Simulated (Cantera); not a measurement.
A closed system holds: 1 mol Si₃N₄, 0.013 mol O₂, 180 mol N₂, 0.16 mol N₂O, at 7.90 Pa.

These are equilibrium values from Cantera (NASA tables, ideal gas, pure condensed phases), not measurements of a reactor. Candidate condensed phases: Si, SiO₂, Si₂N₂O, Si₃N₄; 16 gas species. Mutual solubility and eutectic melting of coexisting phases are not modelled. The tables' values for SiN are old estimates; treat these amounts as uncertain. Equilibrium is a limit: real reactors are often held back by kinetics, nucleation or transport.

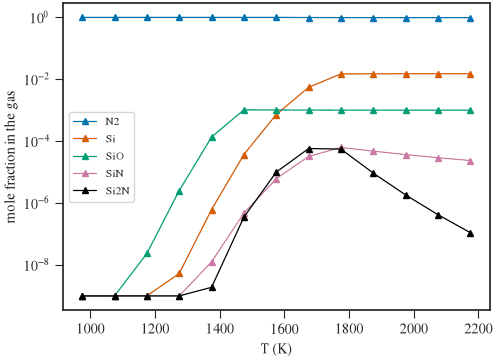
Figure. Equilibrium gas composition (values under 1e-9 drawn at 1e-9)

**Question.** Read off the mole fractions at 1675 K.

**Answer.** N₂ about 0.99, Si about 0.0055, SiO about 0.0010, Si₂N about 5.8e-5, SiN about 3.2e-5.
